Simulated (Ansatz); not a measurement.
# Li+ + ClF (LiClF+): an exchange reaction of three atoms

A grid of calculations on Li+ + ClF (the system Li + ClF), charge +1, to see where the energy is lowest and how it rises around there.

The runs use Ansatz 0.2.0; RKS PBE0-D4/def2-SVPD.

### Step 1. The part Li+ alone

The input, input.yaml:

```yaml
crystal:
  periodic: [false, false, false]
  atoms:
    - { symbol: Li, position_ang: [0.0, 0.0, 0.0] }
total_charge: 1
basis:
  gaussian: { orbitals: def2-SVPD }
hamiltonian:
  xc: pbe0
```

Run with:

```
ansatz run input.yaml --threads 1 --pin off --max-ram 2560MiB --backend cpu --events-out ev --progress --plain --runs-dir out
```

The program printed:

```text
Warning: RAYON_NUM_THREADS=1 ignored (pool sized by the plan → 1); use --threads N
Engine: ansatz 0.2.0, x86_64-unknown-linux-gnu
Functional definition: PBE0
  parameter a = 0.25
  parameter kappa = 0.804
  parameter beta = 0.06672455060314922
  exchange = (1 - a)*pbe_x(kappa = kappa, mu = beta*pi^2/3) + a*exact_x
  correlation = pbe_c(beta = beta)
50 factors; integrals over basis functions are off by at most 2.4e-5 eV
mean field evaluation 1: about -197.5067 eV, gradient 1.5e-2 eV
mean field evaluation 2: about -197.5067 eV, gradient 1.5e-2 eV
mean field evaluation 4: about -197.5067 eV, gradient 2.7e-4 eV
mean field -197.50672058 eV, -7.2582381065 hartree, gradient 9.6e-7 eV, S^2 0.000000; 0 other end points of the search recorded, 0 dependent functions left out
reference -197.50673395 eV, -7.2582385978 hartree; 1, 1 occupied and 11, 11 virtual orbitals, 50 factors
Total energy: -197.50673395 eV, -7.2582385978 hartree
```

Run time: 0.14 s. Hardware: 1 thread of Intel Xeon Platinum 8259CL at 2.50GHz (Skylake/Cascade Lake), shared host; peak memory 0.077 GiB.

### Step 2. Reference: ClF by itself

The input, input.yaml:

```yaml
crystal:
  periodic: [false, false, false]
  atoms:
    - { symbol: Cl, position_ang: [0.0, 0.0, 0.0] }
    - { symbol: F, position_ang: [1.62, 0.0, 0.0] }
basis:
  gaussian: { orbitals: def2-SVPD }
hamiltonian:
  xc: pbe0
  dispersion: d4
output:
  forces: true
relax:
  f_tol: 0.003
  max_steps: 120
```

Run with:

```
ansatz run input.yaml --threads 1 --pin off --max-ram 2560MiB --backend cpu --events-out ev --progress --plain --runs-dir out
```

The program printed (excerpt; [...] marks lines left out):

```text
Warning: RAYON_NUM_THREADS=1 ignored (pool sized by the plan → 1); use --threads N
[...]
Functional definition: PBE0
[...]
491 factors; integrals over basis functions are off by at most 4.1e-4 eV
[...]
mean field -15224.61157002 eV, -559.4941555858 hartree, gradient 1.6e-5 eV, S^2 0.000000; 0 other end points of the search recorded, 0 dependent functions left out
[...]
reference -15224.61159952 eV, -559.4941566701 hartree; 13, 13 occupied and 37, 37 virtual orbitals, 491 factors
relax step   1: F+E_penalty+E_count = -15224.62187292 eV  Δ(F+E_penalty+E_count) = +0.000e0 eV  max|allowed force component| = 8.083e-1 eV/Å  Δτ_max = 0.0000 Å  (23 SCF iters, accepted)
[...]
relax step   4: F+E_penalty+E_count = -15224.63188819 eV  Δ(F+E_penalty+E_count) = -3.360e-6 eV  max|allowed force component| = 1.882e-2 eV/Å  Δτ_max = 0.0007 Å  (19 SCF iters, accepted)
[...]
relax step   5: F+E_penalty+E_count = -15224.63189418 eV  Δ(F+E_penalty+E_count) = -5.987e-6 eV  max|allowed force component| = 8.328e-6 eV/Å  Δτ_max = 0.0003 Å  (17 SCF iters, accepted)
491 factors; integrals over basis functions are off by at most 4.3e-4 eV
mean field -15224.62159775 eV, -559.4945240982 hartree, gradient 1.6e-5 eV, S^2 0.000000; 1 other end points of the search recorded, 0 dependent functions left out
[...]
reference -15224.62162739 eV, -559.4945251872 hartree; 13, 13 occupied and 37, 37 virtual orbitals, 491 factors
Total energy: -15224.63192381 eV, -559.4949035740 hartree
Atom 0 at    -0.012697     0.000000    -0.000000 Å, force    -0.000008    -0.000000     0.000000 eV/Å
Atom 1 at     1.632697    -0.000000     0.000000 Å, force     0.000008     0.000000    -0.000000 eV/Å
Dipole moment:    -0.196089     0.000000    -0.000000 e Å
```

It took 4.3 s on 1 thread of Intel Xeon Platinum 8259CL at 2.50GHz (Skylake/Cascade Lake), shared host; peak memory 0.11 GiB.

The steps of the relaxation:

| step | energy from step 1 (eV) | largest force component (eV/Å) |
| --- | --- | --- |
| 1 | 0.0000 | 0.8083 |
| 2 | -0.0064 | 0.4759 |
| 3 | -0.0100 | 0.0236 |
| 4 | -0.0100 | 0.0188 |
| 5 | -0.0100 | 0.0000 |

The bond:

| bond | before (Å) | after (Å) | change (Å) |
| --- | --- | --- | --- |
| Cl1–F2 | 1.620 | 1.645 | +0.025 |

### Step 3. Setting up the map

- distance Li1–Cl2: 17 values from 1.840 to 3.440 Å
- distance Cl2–F3: 17 values from 1.296 to 2.896 Å

Nothing else is relaxed (the angle Li1–Cl2–F3 is fixed at 180 degrees). Energies count from Li with charge +1 far from the relaxed ClF (each part in its own basis).

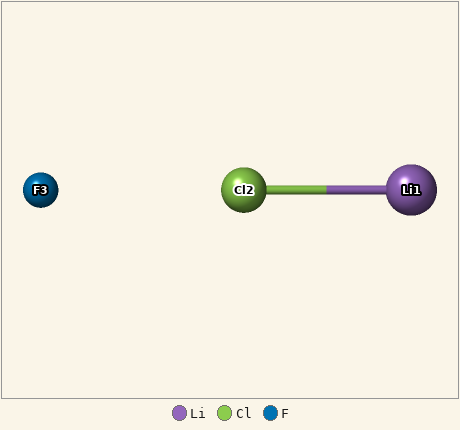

The geometry at distance Li1–Cl2 = 2.386 Å, distance Cl2–F3 = 2.896 Å.

Below, 3 of the grid's runs; all are launched alike.

### Step 4. Grid point distance Li1–Cl2 = 3.440 Å, distance Cl2–F3 = 1.649 Å

The input, input.yaml:

```yaml
crystal:
  periodic: [false, false, false]
  atoms:
    - { symbol: Li, position_ang: [-3.44, 0.0, 0.0] }
    - { symbol: Cl, position_ang: [0.0, 0.0, 0.0] }
    - { symbol: F, position_ang: [1.649, 0.0, 0.0] }
total_charge: 1
basis:
  gaussian: { orbitals: def2-SVPD }
hamiltonian:
  xc: pbe0
  dispersion: d4
output:
  forces: true
```

Run with:

```
ansatz run input.yaml --threads 1 --pin off --max-ram 2560MiB --backend cpu --events-out ev --progress --plain --runs-dir out
```

The program printed (excerpt; [...] marks lines left out):

```text
Warning: RAYON_NUM_THREADS=1 ignored (pool sized by the plan → 1); use --threads N
[...]
Functional definition: PBE0
[...]
633 factors; integrals over basis functions are off by at most 6.1e-4 eV
[...]
mean field -15421.92600395 eV, -566.7453272885 hartree, gradient 1.3e-5 eV, S^2 0.000000; 0 other end points of the search recorded, 0 dependent functions left out
[...]
reference -15421.92603983 eV, -566.7453286070 hartree; 14, 14 occupied and 48, 48 virtual orbitals, 633 factors
Total energy: -15421.96668511 eV, -566.7468222935 hartree
Atom 0 at    -3.440000     0.000000     0.000000 Å, force    -0.074796     0.000000    -0.000000 eV/Å
Atom 1 at     0.000000     0.000000     0.000000 Å, force     0.658727    -0.000000     0.000000 eV/Å
Atom 2 at     1.649000     0.000000     0.000000 Å, force    -0.583931     0.000000    -0.000000 eV/Å
Dipole moment:    -3.560867     0.000000    -0.000000 e Å
```

Wall time 1.4 s (1 thread of Intel Xeon Platinum 8259CL at 2.50GHz (Skylake/Cascade Lake), shared host); peak memory 0.12 GiB.

Energy on the map's scale: 4.0 kcal/mol.

### Step 5. Grid point distance Li1–Cl2 = 2.386 Å, distance Cl2–F3 = 2.896 Å

The input, input.yaml:

```yaml
crystal:
  periodic: [false, false, false]
  atoms:
    - { symbol: Li, position_ang: [-2.386, 0.0, 0.0] }
    - { symbol: Cl, position_ang: [0.0, 0.0, 0.0] }
    - { symbol: F, position_ang: [2.896, 0.0, 0.0] }
total_charge: 1
basis:
  gaussian: { orbitals: def2-SVPD }
hamiltonian:
  xc: pbe0
  dispersion: d4
output:
  forces: true
```

Run with:

```
ansatz run input.yaml --threads 1 --pin off --max-ram 2560MiB --backend cpu --events-out ev --progress --plain --runs-dir out
```

The program printed (excerpt; [...] marks lines left out):

```text
Warning: RAYON_NUM_THREADS=1 ignored (pool sized by the plan → 1); use --threads N
[...]
Functional definition: PBE0
[...]
633 factors; integrals over basis functions are off by at most 4.3e-4 eV
[...]
mean field -15417.62321241 eV, -566.5872026156 hartree, gradient 8.4e-6 eV, S^2 0.000000; 8 other end points of the search recorded, 0 dependent functions left out
[...]
reference -15417.62324876 eV, -566.5872039514 hartree; 14, 14 occupied and 48, 48 virtual orbitals, 633 factors
WARN: the results are in doubt because the forces break the atoms' symmetry
Total energy: -15417.64140053 eV, -566.5878710167 hartree
Atom 0 at    -2.386000     0.000000     0.000000 Å, force    -0.356564    -0.000326     0.238319 eV/Å
Atom 1 at     0.000000     0.000000     0.000000 Å, force     1.979645     0.000594    -0.434668 eV/Å
Atom 2 at     2.896000     0.000000     0.000000 Å, force    -1.623080    -0.000268     0.196349 eV/Å
Dipole moment:    -2.636563     0.000022    -0.016273 e Å
In doubt: the forces break the atoms' symmetry
```

Run time: 5.8 s. Hardware: 1 thread of Intel Xeon Platinum 8259CL at 2.50GHz (Skylake/Cascade Lake), shared host; peak memory 0.12 GiB.

That is 104 kcal/mol from the zero.

### Step 6. Point distance Li1–Cl2 = 3.311 Å, distance Cl2–F3 = 1.296 Å

The input, input.yaml:

```yaml
crystal:
  periodic: [false, false, false]
  atoms:
    - { symbol: Li, position_ang: [-3.311, 0.0, 0.0] }
    - { symbol: Cl, position_ang: [0.0, 0.0, 0.0] }
    - { symbol: F, position_ang: [1.296, 0.0, 0.0] }
total_charge: 1
basis:
  gaussian: { orbitals: def2-SVPD }
hamiltonian:
  xc: pbe0
  dispersion: d4
output:
  forces: true
```

Run with:

```
ansatz run input.yaml --threads 1 --pin off --max-ram 2560MiB --backend cpu --events-out ev --progress --plain --runs-dir out
```

The program printed (excerpt; [...] marks lines left out):

```text
Warning: RAYON_NUM_THREADS=1 ignored (pool sized by the plan → 1); use --threads N
[...]
Functional definition: PBE0
[...]
633 factors; integrals over basis functions are off by at most 8.3e-4 eV
[...]
mean field -15418.51987867 eV, -566.6201544930 hartree, gradient 2.1e-5 eV, S^2 0.000000; 0 other end points of the search recorded, 0 dependent functions left out
[...]
reference -15418.51991531 eV, -566.6201558394 hartree; 14, 14 occupied and 48, 48 virtual orbitals, 633 factors
Total energy: -15418.56308922 eV, -566.6217424515 hartree
Atom 0 at    -3.311000     0.000000     0.000000 Å, force     0.056748    -0.000000     0.000000 eV/Å
Atom 1 at     0.000000     0.000000     0.000000 Å, force   -28.201923     0.000000    -0.000000 eV/Å
Atom 2 at     1.296000     0.000000     0.000000 Å, force    28.145174    -0.000000     0.000000 eV/Å
Dipole moment:    -3.062749    -0.000000    -0.000000 e Å
```

Wall time 1.6 s (1 thread of Intel Xeon Platinum 8259CL at 2.50GHz (Skylake/Cascade Lake), shared host); peak memory 0.12 GiB.

Energy on the map's scale: 82 kcal/mol.

### Step 7. Energy over the grid

289 points were computed. Energies in kcal/mol, from Li with charge +1 far from the relaxed ClF (each part in its own basis); the table lists every other line.

| distance Cl2–F3 (Å) ↓, distance Li1–Cl2 (Å) → | 1.840 | 1.947 | 2.104 | 2.287 | 2.490 | 2.708 | 2.941 | 3.185 | 3.440 |
| --- | --- | --- | --- | --- | --- | --- | --- | --- | --- |
| 2.896 | 124 | 116 | 109 | 105 | 103 | 102 | 101 | 100 | 100 |
| 2.641 | 111 | 103 | 96 | 92 | 89 | 88 | 87 | 86 | 86 |
| 2.397 | 93 | 85 | 78 | 74 | 72 | 70 | 69 | 68 | 68 |
| 2.164 | 72 | 64 | 57 | 53 | 51 | 49 | 48 | 47 | 46 |
| 1.946 | 50 | 42 | 36 | 31 | 29 | 27 | 26 | 25 | 24 |
| 1.743 | 32 | 25 | 18 | 14 | 12 | 10 | 9 | 8 | 8 |
| 1.560 | 27 | 20 | 14 | 11 | 9 | 8 | 7 | 6 | 6 |
| 1.403 | 50 | 44 | 38 | 35 | 34 | 33 | 33 | 33 | 33 |
| 1.296 | 96 | 90 | 85 | 83 | 82 | 82 | 82 | 82 | 83 |

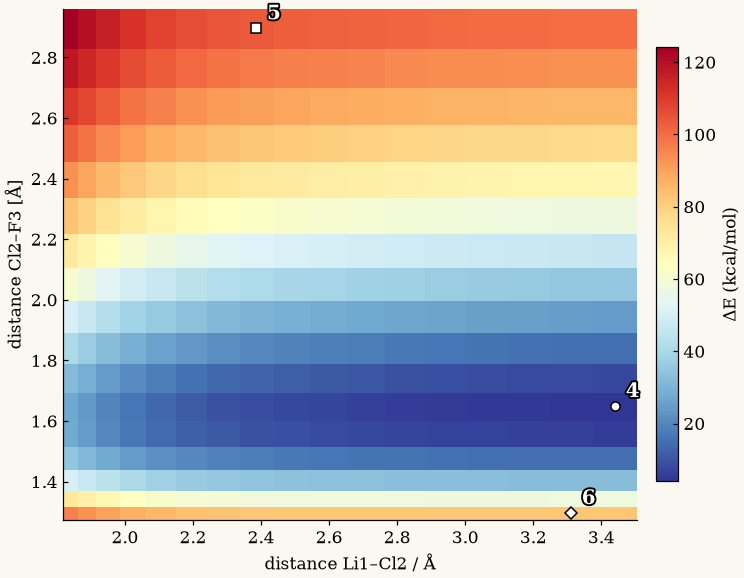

The map; numbers mark the steps of this session that print a point's run. The picture shows one coloured cell a grid point.

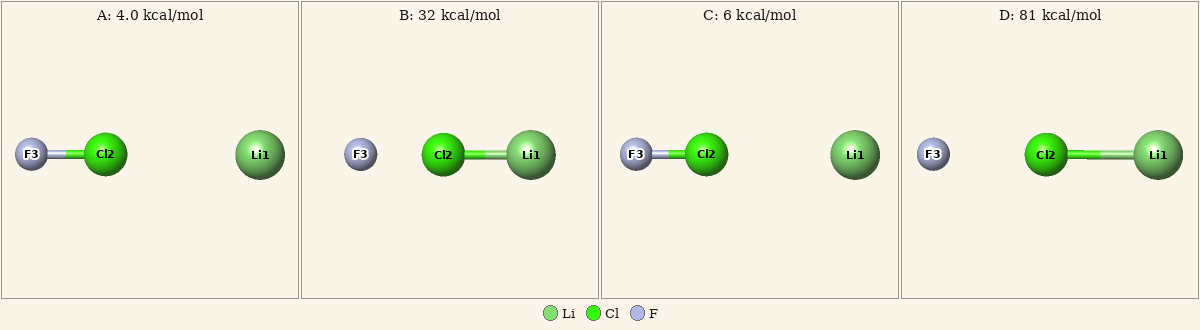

Structures on the grid, at one scale: A at distance Li1–Cl2 = 3.440 Å, distance Cl2–F3 = 1.649 Å; B at distance Li1–Cl2 = 1.947 Å, distance Cl2–F3 = 1.842 Å; C at distance Li1–Cl2 = 3.311 Å, distance Cl2–F3 = 1.560 Å; D at distance Li1–Cl2 = 2.490 Å, distance Cl2–F3 = 2.517 Å.

The largest force on an atom (eV/Å) at each point:

```
distance Cl2–F3 (Å) ↓, distance Li1–Cl2 (Å) →  1.840  1.947  2.104  2.287  2.490  2.708  2.941  3.185  3.440
                                        2.896    5.7    4.2    2.8    2.1    2.1    2.1    2.1    2.1    2.1
                                        2.641    6.6    5.3    4.1    3.4    3.1    3.0    2.9    2.9    2.9
                                        2.397    7.5    6.2    5.0    4.3    3.9    3.8    3.8    3.8    3.8
                                        2.164    8.1    6.8    5.6    4.9    4.6    4.5    4.5    4.4    4.4
                                        1.946    8.2    6.9    5.7    5.0    4.6    4.5    4.4    4.4    4.3
                                        1.743    6.7    5.4    4.2    3.5    3.1    2.9    2.8    2.7    2.7
                                        1.560    3.5    2.3    2.0    2.1    2.3    2.4    2.5    2.5    2.6
                                        1.403   12.2   12.4   12.7   12.9   13.1   13.3   13.4   13.5   13.7
                                        1.296   26.4   26.6   26.9   27.2   27.5   27.7   27.9   28.1   28.3
```

### Step 8. Outcome

| quantity | value |
| --- | --- |
| lowest point | distance Li1–Cl2 = 3.440 Å, distance Cl2–F3 = 1.649 Å, 4.0 kcal/mol |
| highest computed point | distance Li1–Cl2 = 1.840 Å, distance Cl2–F3 = 2.896 Å, 120 kcal/mol above the lowest |
| largest force on an atom (eV/Å) | 0.7 at distance Li1–Cl2 = 3.440 Å, distance Cl2–F3 = 1.649 Å to 28.3 at distance Li1–Cl2 = 3.440 Å, distance Cl2–F3 = 1.296 Å; 0.7 at the lowest point |
| time for the whole task | 15 min on 1 thread, shared host |

In words: The lowest computed point is at distance Li1–Cl2 = 3.440 Å, distance Cl2–F3 = 1.649 Å, 4.0 kcal/mol from Li with charge +1 far from the relaxed ClF (each part in its own basis). It lies at the edge of the scanned range, so the true minimum may lie outside. The highest computed point, distance Li1–Cl2 = 1.840 Å, distance Cl2–F3 = 2.896 Å, lies 120 kcal/mol above the lowest. The reference is spin-restricted, so regions with a bond pulled apart lie too high.
